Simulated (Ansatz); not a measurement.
## Electronic structure of BH4N···SiH4 in real space

```tsv
atom	x (Å)	y (Å)	z (Å)
B	0.2266	-0.6741	-0.0043
N	-0.1143	-0.5318	1.3380
H	-1.0672	-0.5344	1.6717
H	0.5678	-0.4276	2.0753
H	1.3867	-0.6660	-0.3092
H	-0.6497	-0.7988	-0.8134
Si	-0.3603	2.9135	1.3326
H	-1.7099	2.3233	1.1209
H	-0.4954	4.3913	1.4649
H	0.5261	2.6020	0.1806
H	0.2307	2.3757	2.5898
```

Level of theory: RKS PBE0-D4/6-31G* in Ansatz.

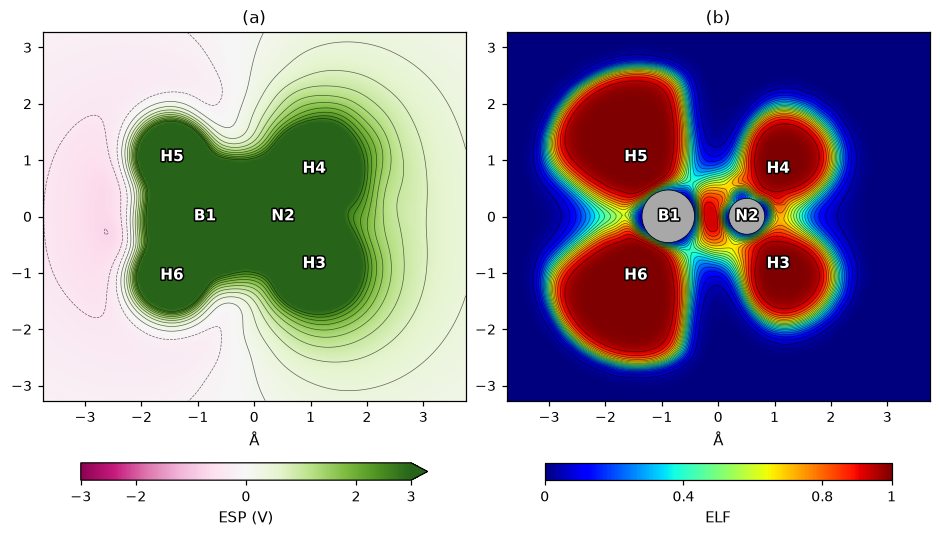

Figure 1. (a) electrostatic potential; (b) ELF on the plane of atoms H3, N2 and H4. Grey discs cover the atomic cores in the ELF map.

**Describe what can be read from this map.**

The section cuts through B, N and H sites.
B–N (1.39 Å): the ELF peaks at about 0.95 between the atoms; a polar covalent bond.
N–H (1.01 Å): the ELF climbs to about 1 towards the hydrogen, as it does in any bond to H: an ordinary covalent bond to hydrogen.
B–H (1.20 Å): the ELF climbs to about 1 towards the hydrogen (an ordinary covalent bond to hydrogen).
Outside the dense part of the complex the potential is most negative (−0.7 V) near H6.

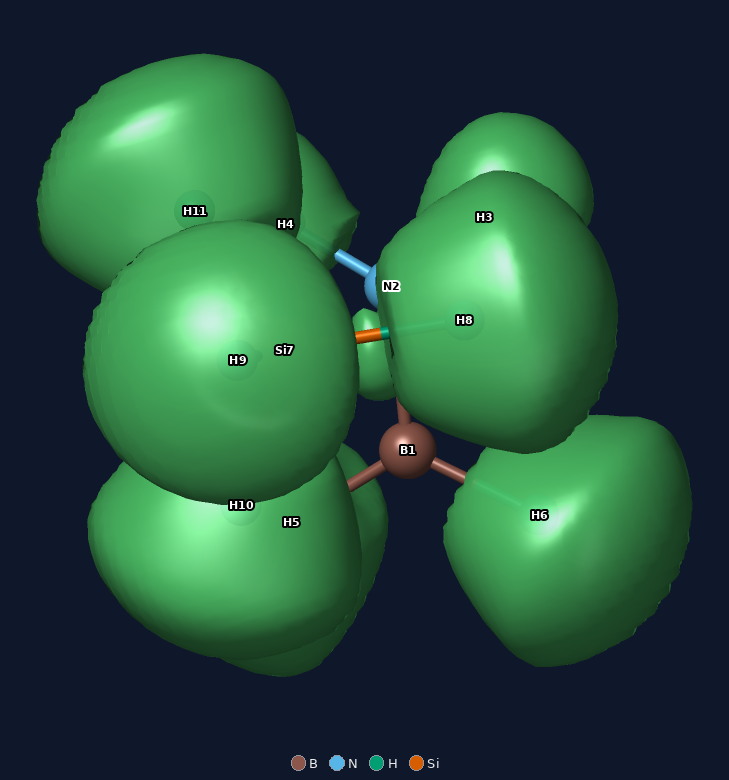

Figure 2. Isosurface of the ELF at 0.85 (green), seen at an oblique angle. Only the valence region is drawn (cores and ρ < 0.01 e/Å³ removed).

**Where are the electrons localised?**

The ELF exceeds this value in one region between bonded B–N atoms (shared pairs) and eight regions around hydrogen nuclei. Along the contacts the grid gives the following. Si7···N2 (3.45 Å): the ELF dips to about 0.05 between them: a weak contact between the two molecules.

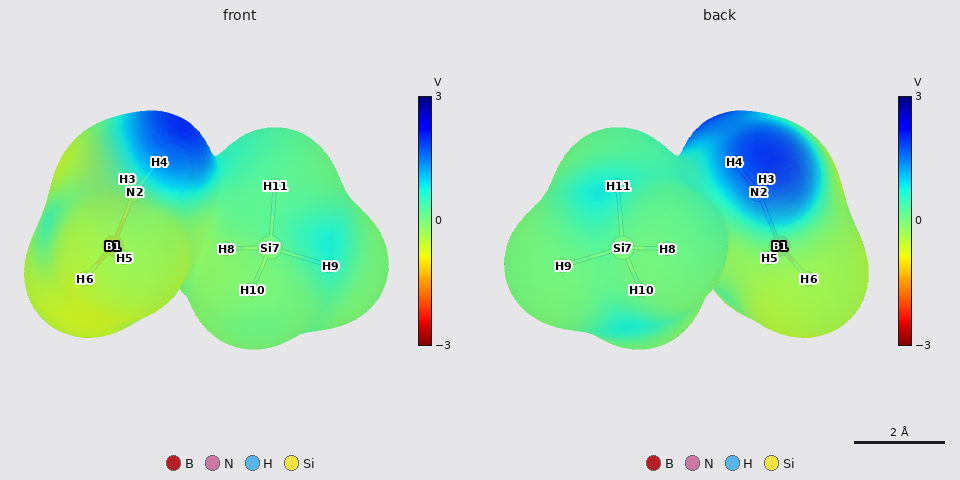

Figure 3. The electrostatic potential painted on the density surface at 0.002 e/bohr³, seen from the front and from behind; red is negative and blue positive.

**Where is the surface potential most negative and most positive?**

The most negative region (about −0.7 V) lies over H5, the most positive (about +2.0 V) over H3 and H4.
